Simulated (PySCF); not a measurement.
# CoO₂Br: relaxation and vibrations of the quintet

Where does quintet CoO₂Br go from a trigonal planar start, is the end point a minimum, and what are its modes, charges and moments?

Computed with PySCF 2.14.0. Level: PBE0, basis Co def2-TZVP, O def2-TZVP, Br def2-TZVP, no relativity, density fitting.

## (1) Starting geometry

4 atoms, charge 0, spin multiplicity 5.

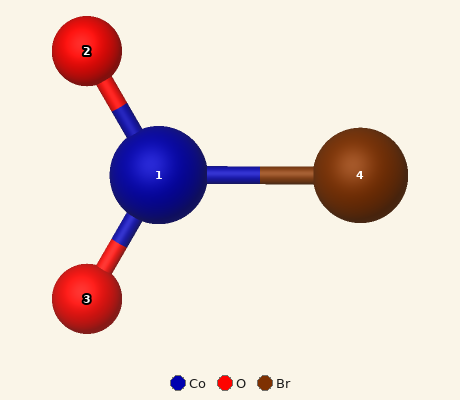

As it starts; cobalt blue, oxygen red, bromine brown; atoms are numbered from 1 in the order of the file.

```xyz
4
charge 0 multiplicity 5
Co    0.0000    0.0000    0.0000
O    -0.8000    1.3856    0.0000
O    -0.8000   -1.3856    0.0000
Br    2.2500    0.0000    0.0000
```

## (2) The SCF at the typed geometry

The steps below are one call of a driver around PySCF. For each, scf.py gives the equivalent set-up of the SCF; relaxations use the driver's own optimiser. After this first run the driver tries any further starts and a stability analysis.

Input file scf.py:

```python
from pyscf import gto, scf, dft
mol = gto.M(atom='''
Co     0.000000     0.000000     0.000000
O     -0.800000     1.385600     0.000000
O     -0.800000    -1.385600     0.000000
Br     2.250000     0.000000     0.000000''',
    basis={'Co': 'def2-TZVP', 'O': 'def2-TZVP', 'Br': 'def2-TZVP'},
    charge=0, spin=4)
mf = dft.UKS(mol, xc='PBE0')
mf.grids.atom_grid = (50, 194)
aux = {'Co': 'def2-universal-JKFIT', 'O': 'def2-universal-JKFIT', 'Br': 'def2-universal-JKFIT'}
mf = mf.density_fit(auxbasis=aux)
mf.conv_tol = 1e-08
mf.diis_space = 10
mf.max_cycle = 60
mf.init_guess = 'minao'
mf.verbose = 4
mf.kernel()
```

Launch:

```sh
OMP_NUM_THREADS=4 python axn.py task.json out
```

The program printed:

```text
init E= -4104.72274079151
[... the frontier-level lines of each cycle are left out ...]
cycle= 1 E= -4090.09813105934  delta_E= 14.6  |g|= 5.81  |ddm|= 8.28
cycle= 2 E= -4022.13225370703  delta_E=   68  |g|= 16.2  |ddm|= 14.7
cycle= 3 E= -4077.21217407958  delta_E= -55.1  |g|= 10.8  |ddm|= 8.32
cycle= 4 E= -4087.24273534748  delta_E=  -10  |g|= 8.87  |ddm|= 2.47
cycle= 5 E= -4089.43508315564  delta_E= -2.19  |g|= 7.22  |ddm|= 3.88
cycle= 6 E= -4096.85423316576  delta_E= -7.42  |g|= 5.92  |ddm|= 3.57
cycle= 7 E= -4097.83126206636  delta_E= -0.977  |g|= 4.89  |ddm|= 2.76
cycle= 8 E= -4104.50341855334  delta_E= -6.67  |g|= 2.98  |ddm|= 2.23
cycle= 9 E= -4105.34934629346  delta_E= -0.846  |g|= 2.32  |ddm|= 0.301
cycle= 10 E= -4106.36711448633  delta_E= -1.02  |g|= 0.839  |ddm|= 0.799
cycle= 11 E= -4106.59585781384  delta_E= -0.229  |g|= 0.257  |ddm|= 0.638
cycle= 12 E= -4106.63302348815  delta_E= -0.0372  |g|= 0.18  |ddm|= 0.236
cycle= 13 E= -4106.64090990203  delta_E= -0.00789  |g|= 0.0753  |ddm|= 0.0693
cycle= 14 E= -4106.64369783441  delta_E= -0.00279  |g|= 0.0451  |ddm|= 0.0688
cycle= 15 E= -4106.64555199381  delta_E= -0.00185  |g|= 0.0174  |ddm|= 0.0793
cycle= 16 E= -4106.64577066718  delta_E= -0.000219  |g|= 0.00925  |ddm|= 0.0223
cycle= 17 E= -4106.64586721117  delta_E= -9.65e-05  |g|= 0.00283  |ddm|= 0.0149
cycle= 18 E= -4106.64590235879  delta_E= -3.51e-05  |g|= 0.00182  |ddm|= 0.0117
cycle= 19 E= -4106.64590558118  delta_E= -3.22e-06  |g|= 0.00339  |ddm|= 0.00512
cycle= 20 E= -4106.64591218975  delta_E= -6.61e-06  |g|= 0.000344  |ddm|= 0.00335
cycle= 21 E= -4106.64591250189  delta_E= -3.12e-07  |g|= 0.000168  |ddm|= 0.00122
cycle= 22 E= -4106.64591254538  delta_E= -4.35e-08  |g|= 6.41e-05  |ddm|= 0.000397
cycle= 23 E= -4106.64591255312  delta_E= -7.74e-09  |g|= 3.18e-05  |ddm|= 0.000159
Extra cycle  E= -4106.6459125501  delta_E= 3.02e-09  |g|= 0.000122  |ddm|= 7.19e-05
converged SCF energy = -4106.6459125501  <S^2> = 6.0386966  2S+1 = 5.0154547
```

This step, with its further starts and checks, took 37 s on 4 threads of Arm Neoverse V2, shared host.

The starts that the driver tried:

```tsv
start	energy (Eh)
the minimal-basis guess	-4106.645913
a thermally smeared density	-4106.654306
a smeared PBE density	-4106.654306
```

This is not the lowest solution: one lies 22.0 kJ/mol lower, at -4106.65431 Eh, and the relaxation starts from that.

## (3) Relaxation: trigonal planar start, quintet

The program finds C2v symmetry in the start, which this walk keeps.

scf.py, as its differences from that of step 2:

```diff
@@ -3,4 +3,4 @@
-Co     0.000000     0.000000     0.000000
-O     -0.800000     1.385600     0.000000
-O     -0.800000    -1.385600     0.000000
-Br     2.250000     0.000000     0.000000''',
+Co    -0.894802     0.000000     0.000000
+O     -1.694802     1.385600     0.000000
+O     -1.694802    -1.385600     0.000000
+Br     1.355198     0.000000     0.000000''',
@@ -16 +15,0 @@
-mf.init_guess = 'minao'
```

Energy and gradient, step by step:

```tsv
step	energy (Eh)	change (kJ/mol)	largest symmetric gradient (Eh/bohr)
0	-4106.654306	0.00	0.04301
1	-4106.659541	-13.75	0.01657
2	-4106.661904	-19.95	0.00816
3	-4106.662159	-20.62	0.00447
4	-4106.662256	-20.87	0.00059
5	-4106.662256	-20.87	0.00005
```

The walk took 28 s.

Positions (Å) and forces (eV/Å) along the way:

```
step 0
Co  -0.895   0.000   0.000   2.212   0.000   0.000
O   -1.695   1.386   0.000  -1.245   0.466   0.000
O   -1.695  -1.386   0.000  -1.245  -0.466   0.000
Br   1.355   0.000   0.000   0.278   0.000   0.000
step 1
Co  -0.853   0.000   0.000   0.852   0.000   0.000
O   -1.738   1.365   0.000  -0.471  -0.241   0.000
O   -1.738  -1.365   0.000  -0.471   0.241   0.000
Br   1.400   0.000   0.000   0.091   0.000   0.000
step 3
Co  -0.799   0.000   0.000  -0.230   0.000   0.000
O   -1.792   1.300   0.000   0.122  -0.229   0.000
O   -1.792  -1.300   0.000   0.122   0.229   0.000
Br   1.454   0.000   0.000  -0.014   0.000   0.000
step 5
Co  -0.798   0.000   0.000   0.000   0.000   0.000
O   -1.793   1.288   0.000   0.001  -0.001   0.000
O   -1.793  -1.288   0.000   0.002   0.001   0.000
Br   1.455   0.000   0.000  -0.002   0.000   0.000
```

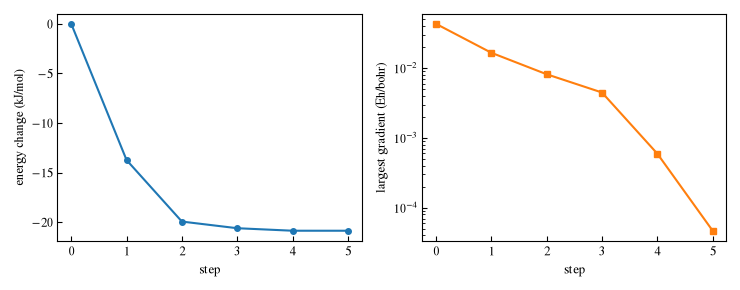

Energy and largest gradient along the walk.

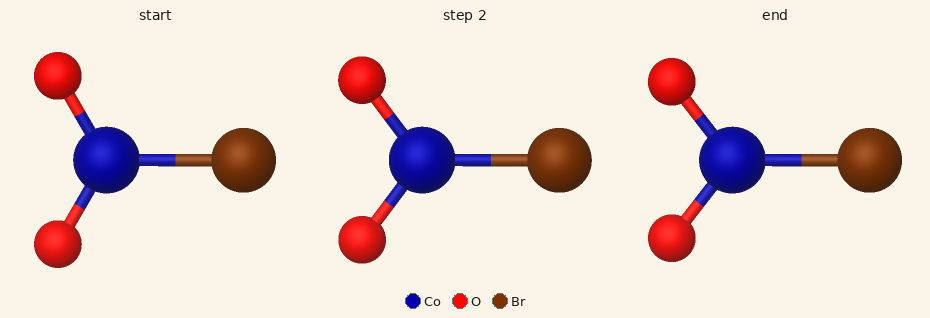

The geometry along the walk, at one scale.

After 5 steps and 20.9 kJ/mol it ends at C2v: Co–Br 2.253 Å, Co–O 1.628 Å (×2); Br–Co–O 127.7° (×2), O–Co–O 104.6°.

## (4) Hessian and properties

The point is checked on the finer grid, and tightened if its gradient asks for it. The Hessian and the dipole derivatives come from central differences of analytic gradients, with steps of 0.02 bohr.

scf.py, as its differences from that of step 3:

```diff
@@ -3,4 +3,4 @@
-Co    -0.894802     0.000000     0.000000
-O     -1.694802     1.385600     0.000000
-O     -1.694802    -1.385600     0.000000
-Br     1.355198     0.000000     0.000000''',
+Co    -0.859855     0.000000     0.000000
+O     -1.853944     1.288963     0.000000
+O     -1.853944    -1.288963     0.000000
+Br     1.392389    -0.000000     0.000000''',
@@ -10 +10 @@
-mf.grids.atom_grid = (50, 194)
+mf.grids.atom_grid = (75, 302)
@@ -13 +13 @@
-mf.conv_tol = 1e-08
+mf.conv_tol = 1e-10
```

This SCF starts from the last density.

SCF at the final geometry:

```text
init E= -4106.66214079942
[... the frontier-level lines of each cycle are left out ...]
cycle= 1 E= -4106.66214079943  delta_E= -5.46e-12  |g|= 2.61e-06  |ddm|= 3.88e-06
Extra cycle  E= -4106.66214079939  delta_E= 3.55e-11  |g|= 1.17e-05  |ddm|= 6.45e-06
converged SCF energy = -4106.66214079939  <S^2> = 6.0437256  2S+1 = 5.0174598
```

The whole step took 1.9 min.

Geometry: C2v; Co–Br 2.252 Å, Co–O 1.628 Å (×2); Br–Co–O 127.6° (×2), O–Co–O 104.7°.

Harmonic modes (main isotopes):

| symmetry | ω (cm⁻¹) | IR (km/mol) | μ (u) |
| --- | --- | --- | --- |
| b2 | 55 | 1.8 | 22.34 |
| b1 | 134 | 30.1 | 26.70 |
| a1 | 259 | 6.1 | 24.16 |
| a1 | 352 | 17.4 | 27.85 |
| b2 | 592 | 3.8 | 19.77 |
| a1 | 783 | 7.7 | 18.58 |

No imaginary mode, so this is a minimum.

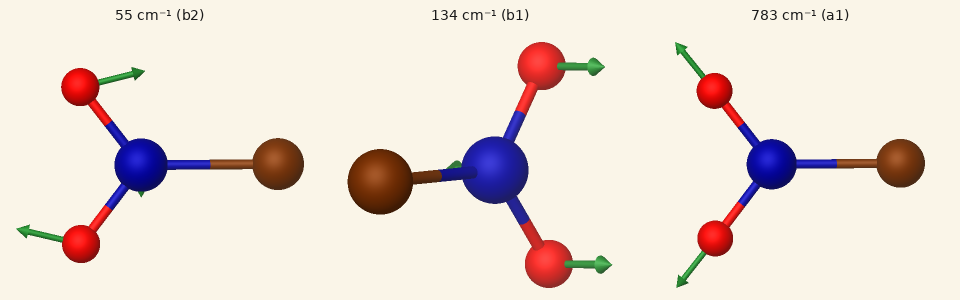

How the atoms move in 3 of the modes.

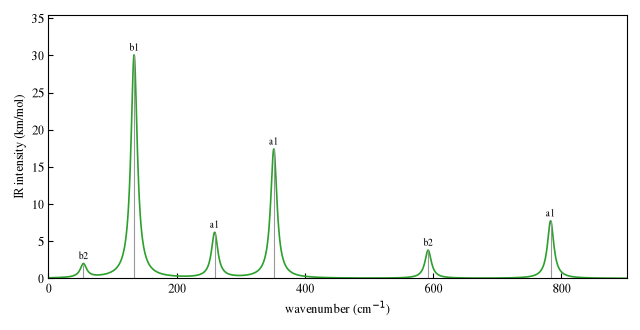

The harmonic infrared spectrum (widths in cm⁻¹). Lines are broadened to a width of 12 cm⁻¹ (Lorentzian).

Properties at this point:

- Dipole moment: 0.55 D
- Highest occupied level: -8.79 eV
- Lowest empty level: -5.53 eV
- Rotational constants: 0.3172, 0.055, 0.04687 cm⁻¹
- Zero-point energy: 13.0 kJ/mol
- Principal polarisabilities: 32.6, 55.9, 93.2 bohr³
- Atomisation energy without zero-point energy: 856 kJ/mol
- Principal traceless quadrupole moments about the centre of mass: -4.51, -1.97, 6.48 D Å
- Entropy at 298.15 K and 1 bar (electronic part: spin only): 340.0 J/(mol K)
- Heat capacity Cp at 298.15 K: 70.7 J/(mol K)
- Enthalpy at 298.15 K above 0 K: 16.69 kJ/mol
- Rotational symmetry number: 2
- Spin squared ⟨S²⟩: 6.044

Charges (e) and bond orders:

```
atom  Mulliken  Löwdin  polar tensor  spin (Mulliken)  Mayer order to Co1
 Co1      0.88    0.05          0.81             2.10                   –
O2,3     -0.31   -0.10         -0.20             0.87                1.48
 Br4     -0.25    0.14         -0.42             0.16                1.00
```

Mulliken populations on Co1: s 6.42, p 12.46, d 7.24, f 0.00.

## (5) What came out

| quantity | value |
| --- | --- |
| minimum | quintet, C2v |
| geometry | Co–Br 2.252 Å, Co–O 1.628 Å (×2); Br–Co–O 127.6° (×2), O–Co–O 104.7° |
| wavenumbers (cm⁻¹) | 55 (b2), 134 (b1), 259 (a1), 352 (a1), 592 (b2), 783 (a1) |
| dipole moment | 0.55 D |
| highest occupied, lowest empty level (either spin) | -8.79, -5.53 eV |
| polar-tensor charge of Co1 | +0.81 e |
| zero-point energy | 13.0 kJ/mol |
| entropy at 298.15 K | 340.0 J/(mol K) |
| atomisation energy (no zero-point energy) | 856 kJ/mol |
| ⟨S²⟩ | 6.044 |

The trigonal planar start keeps its C2v symmetry and ends in a minimum. In the infrared the band at 134 cm⁻¹ (b1, bend) leads. Most of the spin sits on Co1 (Mulliken spin 2.10, against 4 for the whole molecule). The first SCF alone would have been 22 kJ/mol too high. Other starts or spin states, not run here, may lie lower. One determinant may miss the lowest occupation of an open d or f shell.

The search up to here took 3 min.
